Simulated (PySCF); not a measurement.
## Electronic structure of Al2Cl6 ((Cl2Al-mu-Cl)2) in real space

```xyz
8

Al    0.2341    1.5701   -0.0688
Cl    2.1174    2.2851   -0.5904
Cl   -1.3914    2.7992    0.3567
Cl    0.4417   -0.0114    1.5587
Al   -0.1980   -1.5901    0.0481
Cl   -2.0849   -2.2939    0.5744
Cl    1.4154   -2.8342   -0.3809
Cl   -0.3960   -0.0105   -1.5815
```

Geometry: PBE0-D3(BJ)/def2-SVP.

The calculation used PySCF 2.14.0, wB97X-D/def2-SVPD, SCF density, gas phase.

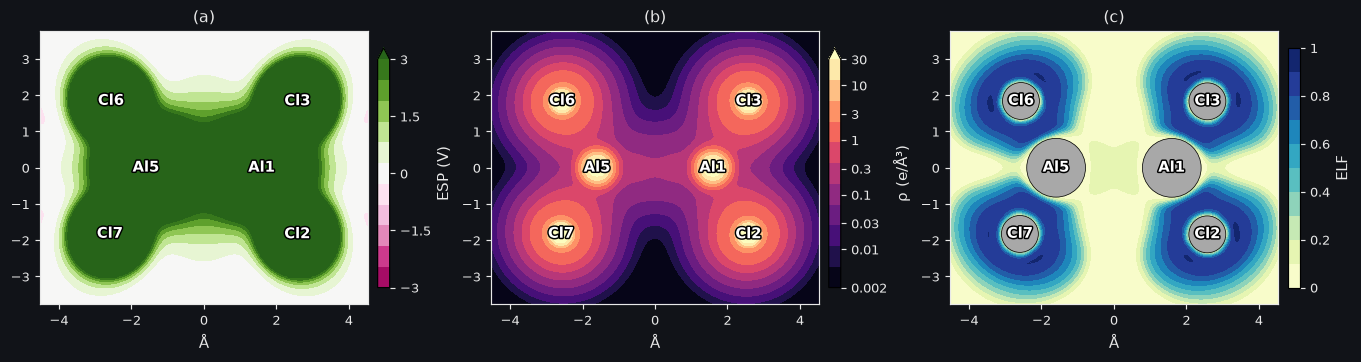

Figure 1. (a) electrostatic potential; (b) total electron density; (c) electron localisation function on the plane of atoms Cl6, Al5 and Cl7. Grey discs cover the atomic cores in the ELF map.

> Interpret the plot.

- Atoms in the plane: Al and Cl.
- Al–Cl (2.08 Å): the density is about 0.74 e/Å³ at the midpoint; the ELF peaks at about 0.90 in the valence shell of Cl, 0.9 Å from its nucleus, and is about 0.85 at the midpoint.
- The ELF also peaks beside Cl7, Cl2, Cl6 and Cl3, away from the bonds: lone-pair regions.
- The potential has no marked negative region in this plane.

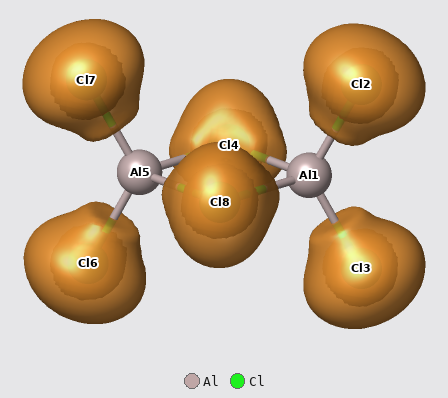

Figure 2. Isosurface of the ELF at 0.8 (orange), seen at a tilt. Only the valence region is drawn (cores and ρ < 0.01 e/Å³ removed).

> What do the ELF domains correspond to?

The ELF exceeds this value in six regions on Cl in which the atom's valence shell and bonds are merged.


 Al–Cl (2.28 Å): the ELF peaks at about 0.90 in the valence shell of Cl, 0.9 Å from its nucleus, and is about 0.85 at the midpoint.

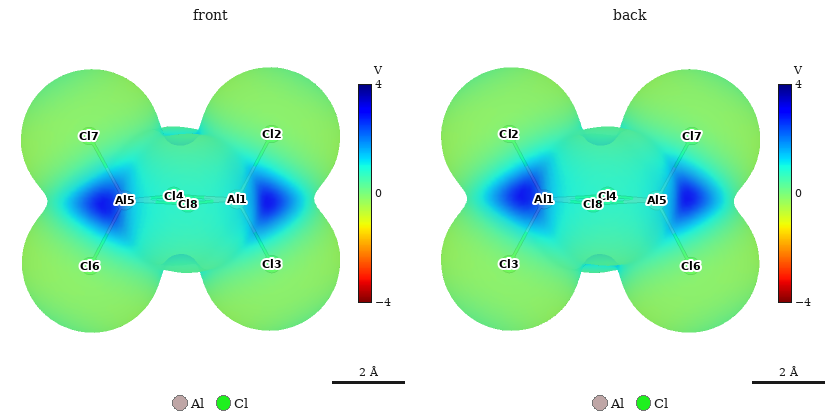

Figure 3. The molecular electrostatic potential painted on the density surface at 0.002 e/bohr³, seen from the front and from behind; red is negative and blue positive.

> Which sites attract a positive test charge, and which a negative one?

A positive charge is drawn to the negative regions and a negative charge to the positive ones. The most negative region (about −0.3 V) lies over Cl2, Cl3, Cl6 and Cl7, the most positive (about +2.9 V) over Al1 and Al5.

> What dipole moment does the calculation give?

Its dipole moment is 0.02 D.
